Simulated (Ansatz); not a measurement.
# Decaying states in the gap of Cs2CaI2F2, part 2 of 2

A new crystal, Cs2CaI2F2: structure, gap and complex bands. It is built by putting I for part of the F in the Cs2CaF4 structure of space group I4/mmm, with the volume rescaled by atomic radii. The parent structure comes from the Materials Project.

Ansatz 0.2.0; r2SCAN DFT, plane waves, PAW files (the session's first sound run).

So far. Step 2 (Relaxing the new crystal): The largest force component on a free atom ends at 0.0051 eV/Å.

The structure was built from a prototype and need not be the compound's stable phase.

## 3. Band edges

The energy window and the wavevectors of the next steps follow from the band edges, so these are searched first, off the mesh as well.

File input.yaml:

```yaml
crystal:
  lattice:
    - [-3.228367701, 3.228367701, 7.0827519602]
    - [3.228367701, -3.228367701, 7.0827519602]
    - [3.228367701, 3.228367701, -7.0827519602]
  atoms:
    - { symbol: Cs, position: [0.6597244513, 0.6597244513, 0.0] }
    - { symbol: Cs, position: [0.3402755487, 0.3402755487, 0.0] }
    - { symbol: Ca, position: [0.0, 0.0, 0.0] }
    - { symbol: I, position: [0.0, 0.5, 0.5] }
    - { symbol: I, position: [0.5, 0.0, 0.5] }
    - { symbol: F, position: [0.8501082265, 0.8501082265, 0.0] }
    - { symbol: F, position: [0.1498917735, 0.1498917735, 0.0] }
kpoints:
  mp_grid: { grid: [8, 8, 8] }
  band_path: { path: [VBM, CBM], npoints: 30 }
scf:
  occupations: { method: fixed }
hamiltonian:
  xc: r2scan
output:
  eigenvalues: true
  write_potential: true
  write_density: true
  volumetric_format: npy
  elf: true
```

The run is started by

```sh
ansatz run input.yaml --threads 2 --pin off --max-ram 4096MiB --backend cpu --events-out ev --progress --plain --runs-dir out
```

Numbers of over 12 decimals in the logs are rounded to 6 here.

Log:

```text
[...]
Crystal: 7 atoms, lattice volume = 295.276 Å³
Basis set: ecut = 500 eV, 7509 PW (Γ), exchange–correlation on 256×256×256 points (64 copies of the dense FFT grid, shifted against one another)
Bands: 46, of which v1, the nominal top of the filled ones, is band 38 counted from 1 (37 counted from 0)
Symmetry: 16 space group operations
[...]
k-points: 59 of 512
[...]
SCF iter   1: F=—  HF=-29880.883174 eV  |F-HF|=—  |Δ(HF+E_count)|=         —  Δρ=4.98e-3  dr2=7.77e-2  dr2_τ=6.80e-2  ethr=1.77e-3  ⟨swp⟩=7.0  Hψ=10751  notcnv=0  defer=324
[...]
SCF iter   7: F=-29881.006527 eV  HF=-29881.006527 eV  |F-HF|=1.37e-7  |Δ(HF+E_count)|=   1.37e-6  Δρ=3.54e-6  dr2=7.15e-8  dr2_τ=1.47e-9  ethr=1.32e-10  ⟨swp⟩=20.5  Hψ=17609  notcnv=0
SCF 1 converged in 7 iterations: F = -29881.006527 eV  dr2 = 7.15e-8
[...]
NSCF: frozen V_eff on 30 k-points
[...]
SCF converged after 7 iterations
Free energy (F): -29881.006527 eV
[...]
Internal energy: -29881.006527 eV  (E = F + TS)
E sigma→0 (E₀):  -29881.006527 eV
Fermi energy:    1.469107 eV
[...]
--- Band table (eV; the first three rows and the last of 59) ---
  k-point 0: bands = [... 34 lower, 0.9363, 1.0828, 1.3468, 1.3468, 5.9604, 6.6156, 7.4915, 7.8513, ... 4 higher]
  k-point 1: bands = [... 34 lower, 0.9879, 1.1035, 1.1188, 1.3270, 6.1819, 6.8464, 7.7591, 7.9880, ... 4 higher]
  k-point 2: bands = [... 34 lower, 0.7941, 1.1066, 1.1499, 1.3104, 6.7129, 7.3206, 7.8849, 8.0749, ... 4 higher]
  k-point 58: bands = [... 34 lower, 0.8048, 1.1297, 1.3695, 1.3695, 6.7297, 7.1341, 7.1784, 7.3537, ... 4 higher]
```

The job ended after 37 s (2 threads of AMD EPYC 9R45, shared host; peak memory 1.9 GiB).

The column dr2 measures how far the density is from self-consistency, as an energy; F and HF (Harris–Foulkes) agree once it is small.

Numbers from this step:

- Fermi energy: 1.469 eV
- gap on the k-mesh: 4.491 eV
- gap on path: 4.491 eV, by band count; negative where bands overlap
- direct gap on path: 4.614 eV
- edge places on path: 0, 0.6882 1/A along the path

Electronic bands along the path, in eV, zero at the Fermi level (highest filled level under fixed occupations); v1 is the highest filled band, c1 the lowest empty one:

```tsv
point	v4	v3	v2	v1	c1	c2	c3	c4
VBM	-0.58	-0.26	-0.20	0.00	5.78	6.08	6.67	6.69
CBM	-0.53	-0.39	-0.12	-0.12	4.49	5.15	6.02	6.38
```

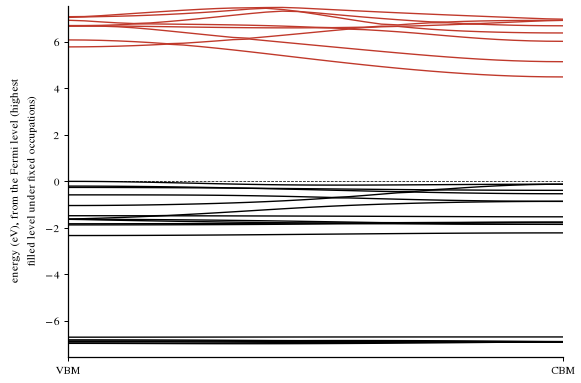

Electronic bands along the path; lines of filled and empty bands in two colours.

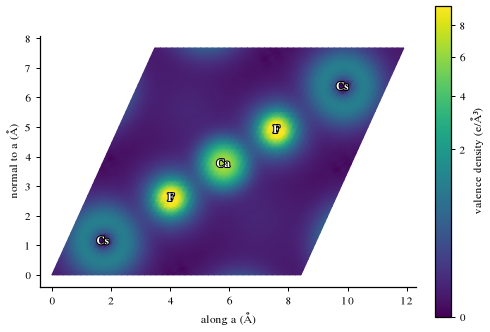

Valence density in the ab plane of the cell as run, not the conventional one, at fractional z = 0.000, with atoms of Cs and Ca and F within 0.2 Å of it. It is the smooth field of the valence electrons, not physical close to the nuclei. The map starts off the cell's origin, so that atoms lie inside it. The colour scale is stretched toward low values.

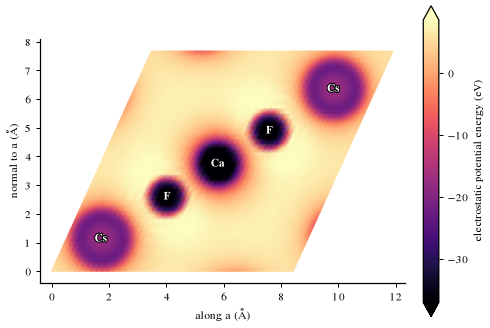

Electrostatic potential energy in the ab plane of the cell as run, not the conventional one, at fractional z = 0.000, with atoms of Cs and Ca and F within 0.2 Å of it. With pseudopotentials it is smooth inside the atoms' cores, unlike the true potential. The map starts off the cell's origin, so that atoms lie inside it.

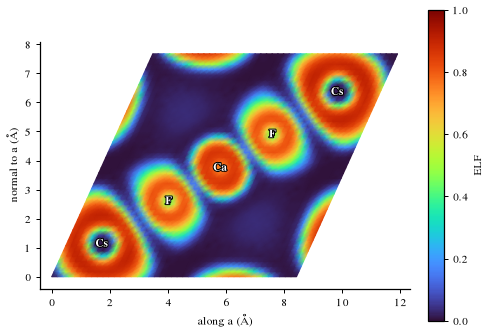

ELF in the ab plane of the cell as run, not the conventional one, at fractional z = 0.000, with atoms of Cs and Ca and F within 0.2 Å of it. It is the smooth field of the valence electrons, not physical close to the nuclei. The map starts off the cell's origin, so that atoms lie inside it.

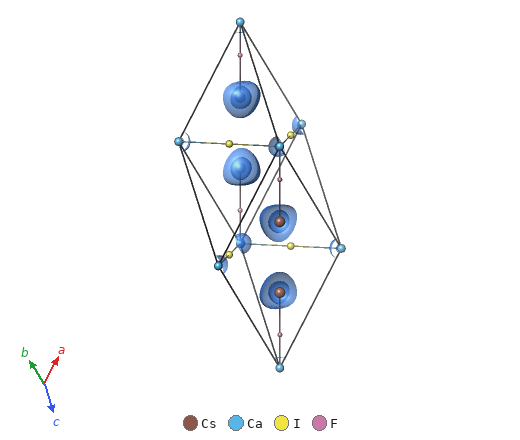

Surface of ELF = 0.83. Drawn on the cell as run, not the conventional one.

The searched edges give 4.49 eV, as on the mesh.

## 4. Decaying states in the gap

This step: r2SCAN DFT, plane waves, PAW files; complex bands by layer matching along the plane's normal (Ansatz 0.2.0).

The same crystal is laid in a cell whose first two vectors span the (001) plane (indices of the standard conventional cell, whose axes can be ordered otherwise than in the bulk input). At fixed energy and wavevector in the plane the solver finds all kz, real and complex. A few wavevectors are listed, (0, 0), (-0.5, -0.5) and (0.5, 0) in units of the plane's reciprocal vectors; the slowest state needn't be among them.

File input.yaml:

```yaml
crystal:
  lattice:
    - [6.456735402, 0.0, 0.0]
    - [0.0, 6.456735402, 0.0]
    - [3.228367701, 3.228367701, 7.08275196]
  atoms:
    - { symbol: Cs, position: [0.3402755487, 0.3402755487, 0.3194489026] }
    - { symbol: Cs, position: [0.6597244513, 0.6597244513, 0.6805510974] }
    - { symbol: Ca, position: [0.0, 0.0, 0.0] }
    - { symbol: I, position: [0.5, 0.0, 0.0] }
    - { symbol: I, position: [0.0, 0.5, 0.0] }
    - { symbol: F, position: [0.1498917735, 0.1498917735, 0.700216453] }
    - { symbol: F, position: [0.8501082265, 0.8501082265, 0.299783547] }
kpoints:
  mp_grid: { grid: [4, 4, 4] }
scf:
  occupations: { method: fixed }
hamiltonian:
  xc: r2scan
output:
  eigenvalues: true
  transmission:
    leads: [[0, 0]]
    kpoints: [[0.0, 0.0], [-0.5, -0.5], [0.5, 0.0]]
    e_range: [-1.0, 5.49]
    de: 0.16
```

Log:

```text
[...]
Crystal: 7 atoms, lattice volume = 295.276 Å³
Basis set: ecut = 500 eV, 7509 PW (Γ), exchange–correlation on 192×192×256 points (64 copies of the dense FFT grid, shifted against one another)
Bands: 46, of which v1, the nominal top of the filled ones, is band 38 counted from 1 (37 counted from 0)
Symmetry: 16 space group operations
[...]
k-points: 13 of 64
[...]
SCF iter   1: F=—  HF=-29880.883134 eV  |F-HF|=—  |Δ(HF+E_count)|=         —  Δρ=4.97e-3  dr2=7.75e-2  dr2_τ=6.79e-2  ethr=1.77e-3  ⟨swp⟩=6.9  Hψ=2371  notcnv=0  defer=72
[...]
SCF iter   7: F=-29881.006500 eV  HF=-29881.006499 eV  |F-HF|=1.39e-7  |Δ(HF+E_count)|=   1.35e-6  Δρ=3.51e-6  dr2=7.15e-8  dr2_τ=1.38e-9  ethr=1.32e-10  ⟨swp⟩=18.8  Hψ=4120  notcnv=0
SCF 1 converged in 7 iterations: F = -29881.006500 eV  dr2 = 7.15e-8
[...]
transmission: 11 of 33 steps passed
transmission: 22 of 33 steps passed
transmission: 33 of 33 steps passed
SCF converged after 7 iterations
Free energy (F): -29881.006500 eV
[...]
Internal energy: -29881.006500 eV  (E = F + TS)
E sigma→0 (E₀):  -29881.006500 eV
Fermi energy:    1.469131 eV
[...]
--- Band table (eV; the first three rows and the last of 13) ---
  k-point 0: bands = [... 34 lower, 0.9364, 1.0828, 1.3468, 1.3468, 5.9604, 6.6156, 7.4915, 7.8513, ... 4 higher]
  k-point 1: bands = [... 34 lower, 0.8664, 1.1060, 1.3581, 1.3581, 6.3490, 6.6691, 7.4746, 7.7063, ... 4 higher]
  k-point 2: bands = [... 34 lower, 0.8048, 1.1297, 1.3696, 1.3696, 6.7297, 7.1341, 7.1784, 7.3537, ... 4 higher]
  k-point 12: bands = [... 34 lower, 0.8885, 1.2372, 1.2372, 1.4691, 7.3816, 7.7330, 7.7637, 7.7637, ... 4 higher]
--- Transmission ---
  basis      : 437 plane waves across, 11 finite elements along
  points     : 3, as listed
  energies   : 41 from -1.000000 to 5.400000 eV about the Fermi level, 0.160000 eV apart; the leads are filled to 2.245647 eV, and channels, transmission and decay are at 2.200000 eV
  crystal 0  : Cs2F2Ca1I2, at the sites [0, 0], period 7.0828 Å: whole cells are its period
    offset         : up to 0.0000 Å between an atom of the period and one for which it stands
    channels       : 0.000000e0 a spin
    conductance    : none, the energies end too early or step too widely for 300 K: set another output.transmission.e_range or a lower de, or, where they end at an eighth of basis.ecutwfc, a higher one
    slowest decay  : 0.4152 /Å at (0.0000, 0.0000)
```

Elapsed: 90 s, on 2 threads; peak memory 2.8 GiB.

Numbers from this step:

```
level to which the leads are filled                       : 2.246 eV from the Fermi level
decay constant at the filling level, zone centre          : 0.4152 Å⁻¹
decay constant at the filling level, slowest listed point : 0.4152 Å⁻¹
```

K parallel (0, 0); values up to 1.5 1/Å, a degenerate pair printed once or twice; energies at which all values exceed this have no row. The Im kz of the slowest decaying states by energy, zero at the highest filled level on the SCF mesh:

```tsv
energy (eV)	decay 1 (Å⁻¹)	decay 2 (Å⁻¹)	decay 3 (Å⁻¹)	decay 4 (Å⁻¹)
-1.00	0.178	0.332	0.385	0.396
-0.04	0.341	0.350	0.422	0.447
0.92	0.418	0.463	0.559	0.573
2.04	0.420	0.476	0.542	0.571
3.00	0.367	0.466	0.515	0.528
3.96	0.239	0.438	0.454	0.482
4.92	0.337	0.363	0.383	0.435
```

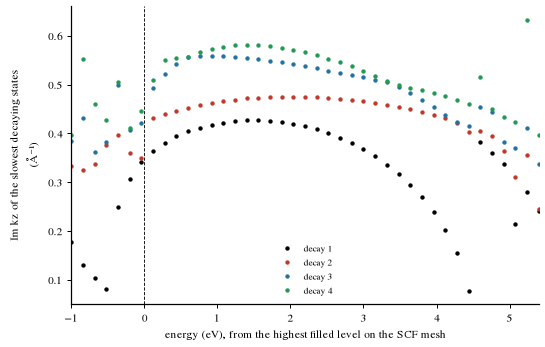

Im kz of the slowest decaying states against energy.

K parallel (-0.5, -0.5); values up to 1.5 1/Å, a degenerate pair printed once or twice; energies at which all values exceed this have no row. The Im kz of the slowest decaying states by energy, zero at the highest filled level on the SCF mesh:

```tsv
energy (eV)	decay 1 (Å⁻¹)	decay 2 (Å⁻¹)	decay 3 (Å⁻¹)	decay 4 (Å⁻¹)
-1.000	0.482	0.828	0.914	1.03
-0.520	0.328	0.400	0.816	0.838
-0.040	0.377	0.444	0.754	0.833
0.440	0.552	0.573	0.764	0.821
0.920	0.649	0.661	0.809	0.972
1.560	0.601	0.684	0.703	0.794
2.040	0.575	0.683	0.704	0.783
2.520	0.560	0.669	0.682	0.770
3.000	0.548	0.644	0.647	0.753
3.480	0.535	0.603	0.610	0.734
3.960	0.522	0.547	0.567	0.710
4.440	0.482	0.503	0.512	0.682
4.920	0.395	0.444	0.485	0.649
```

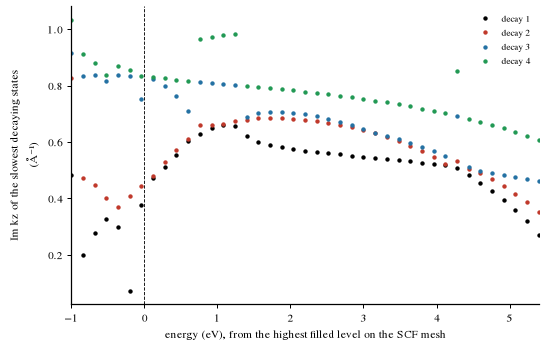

Im kz of the slowest decaying states, plotted against energy.

K parallel (0.5, 0); values up to 1.5 1/Å, a degenerate pair printed once or twice; energies at which all values exceed this have no row. Table of Im kz of the slowest decaying states by energy, zero at the highest filled level on the SCF mesh:

```tsv
energy (eV)	decay 1 (Å⁻¹)	decay 2 (Å⁻¹)	decay 3 (Å⁻¹)	decay 4 (Å⁻¹)
-1.000	0.267	0.456	0.476	0.878
-0.520	0.124	0.253	0.331	0.880
-0.040	0.433	0.445	0.540	0.852
0.440	0.543	0.628	0.697	0.817
0.920	0.539	0.620	0.678	0.813
1.560	0.526	0.620	0.715	0.804
2.040	0.520	0.609	0.731	0.794
2.520	0.512	0.589	0.738	0.782
3.000	0.500	0.563	0.740	0.766
3.480	0.480	0.534	0.736	0.747
3.960	0.445	0.507	0.724	0.727
4.440	0.388	0.483	0.698	0.701
4.920	0.304	0.459	0.649	0.667
```

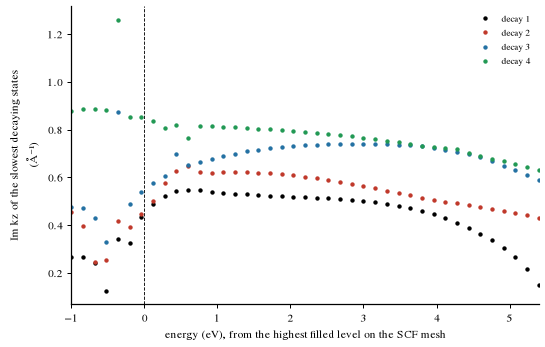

Im kz of the slowest decaying states, plotted against energy.

At the listed wavevectors the last open channel is at -0.36 eV and the next at +4.60 eV on the grid, wider than the gap, since narrow bands can fall between grid energies. At +2.20 eV, the grid energy nearest the filling level (the middle of the gap on the SCF mesh), the slowest state at the listed wavevectors decays with κ = 0.415 Å⁻¹, its amplitude falling by e over 2.4 Å. Through 1 nm of this crystal that state's transmission falls by exp(−2 × 0.415 Å⁻¹ × 10 Å) = 2.5e-4.

## 5. Decay over the two-dimensional zone

The listed points could miss the slowest state, so one energy near mid-gap is solved on a mesh of 8×8.

Changes to input.yaml since step 4:

```diff
@@ -21,6 +21,2 @@
   eigenvalues: true
-  transmission:
-    leads: [[0, 0]]
-    kpoints: [[0.0, 0.0], [-0.5, -0.5], [0.5, 0.0]]
-    e_range: [-1.0, 5.49]
-    de: 0.16
+  transmission: { leads: [[0, 0]], kmesh: [8, 8], e_range: [2.25, 2.26], de: 0.05 }
```

Log:

```text
[...]
Crystal: 7 atoms, lattice volume = 295.276 Å³
Basis set: ecut = 500 eV, 7509 PW (Γ), exchange–correlation on 192×192×256 points (64 copies of the dense FFT grid, shifted against one another)
Bands: 46, of which v1, the nominal top of the filled ones, is band 38 counted from 1 (37 counted from 0)
Symmetry: 16 space group operations
[...]
k-points: 13 of 64
[...]
SCF iter   1: F=—  HF=-29880.883134 eV  |F-HF|=—  |Δ(HF+E_count)|=         —  Δρ=4.97e-3  dr2=7.75e-2  dr2_τ=6.79e-2  ethr=1.77e-3  ⟨swp⟩=6.9  Hψ=2371  notcnv=0  defer=72
[...]
SCF iter   7: F=-29881.006500 eV  HF=-29881.006499 eV  |F-HF|=1.39e-7  |Δ(HF+E_count)|=   1.35e-6  Δρ=3.51e-6  dr2=7.15e-8  dr2_τ=1.38e-9  ethr=1.32e-10  ⟨swp⟩=18.8  Hψ=4120  notcnv=0
SCF 1 converged in 7 iterations: F = -29881.006500 eV  dr2 = 7.15e-8
[...]
transmission: 40 of 150 steps passed
transmission: 80 of 150 steps passed
transmission: 120 of 150 steps passed
transmission: 150 of 150 steps passed
SCF converged after 7 iterations
Free energy (F): -29881.006500 eV
[...]
Internal energy: -29881.006500 eV  (E = F + TS)
E sigma→0 (E₀):  -29881.006500 eV
Fermi energy:    1.469131 eV
[...]
--- Band table (eV; the first three rows and the last of 13) ---
  k-point 0: bands = [... 34 lower, 0.9364, 1.0828, 1.3468, 1.3468, 5.9604, 6.6156, 7.4915, 7.8513, ... 4 higher]
  k-point 1: bands = [... 34 lower, 0.8664, 1.1060, 1.3581, 1.3581, 6.3490, 6.6691, 7.4746, 7.7063, ... 4 higher]
  k-point 2: bands = [... 34 lower, 0.8048, 1.1297, 1.3696, 1.3696, 6.7297, 7.1341, 7.1784, 7.3537, ... 4 higher]
  k-point 12: bands = [... 34 lower, 0.8885, 1.2372, 1.2372, 1.4691, 7.3816, 7.7330, 7.7637, 7.7637, ... 4 higher]
--- Transmission ---
  basis      : 437 plane waves across, 10 finite elements along
  points     : 15, standing for a mesh of 8 x 8
  energies   : 1 from 2.250000 to 2.250000 eV about the Fermi level; the leads are filled to 2.245647 eV, and channels, transmission and decay are at 2.250000 eV
[...]
channels       : 0.000000e0 a spin
    conductance    : none, crystal 0 has no channel at the energies, or these end too early or step too widely for 300 K: set another output.transmission.e_range or a lower de, or, where they end at an eighth of basis.ecutwfc, a higher one
    slowest decay  : 0.4134 /Å at (0.0000, 0.0000)
```

The job ended after 53 s (2 threads; peak memory 2.9 GiB; 1.8 min of CPU time).

Numbers from this step:

* least decay constant on the mesh: 0.4134 Å⁻¹

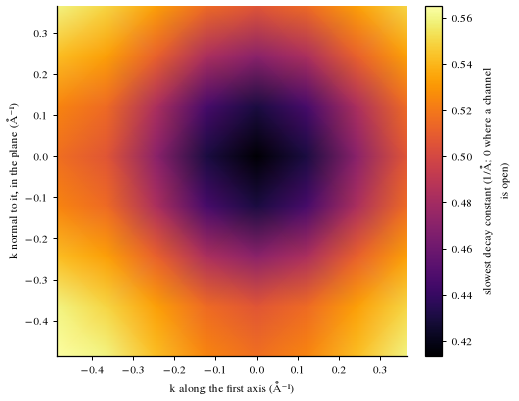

Slowest decay constant (1/Å; 0 where a channel is open) over k1 and k2. At 2.2500 eV from the Fermi level.

The least value on the mesh is 0.413 Å⁻¹ at +2.25 eV. At that energy the listed points give about 0.413 Å⁻¹ by interpolation, so the mesh holds no clearly slower state.

## 6. Summary of results

```json
{
 "band gap": "4.49 eV",
 "least decay constant at mid-gap, normal to (001)": "0.415 Å⁻¹",
 "least decay constant on a mesh, normal to (001)": "0.413 Å⁻¹"
}
```

In words: With r2SCAN, the slowest decay at the wavevectors tried is κ = 0.415 Å⁻¹, normal to (001). Through such a film the transmission near mid-gap falls as exp(−2κd), a factor of ten every 2.8 Å. A free electron under a barrier of half the gap would need a mass of 0.29 mₑ to decay at this rate. The compound is made up by substitution; its stability against other phases and against distortions of the cell's symmetry was not tested. r2SCAN still narrows gaps, if less than LDA and GGA do, while spin-orbit coupling, left out here, narrows them in compounds of heavy elements, so the error in κ can go either way.

[Logs are printed without paths, hosts, clocks, repeated set-up lines and the standing remarks that a program may print on its own settings, such as how far it seeks lower states.]

[Hosts, paths, dates, database ids (printed as entryN), source tags and the programs' standing remarks are cut or masked in the printed files.]

[New means built here by substitution; the compound itself may be known and measured.]
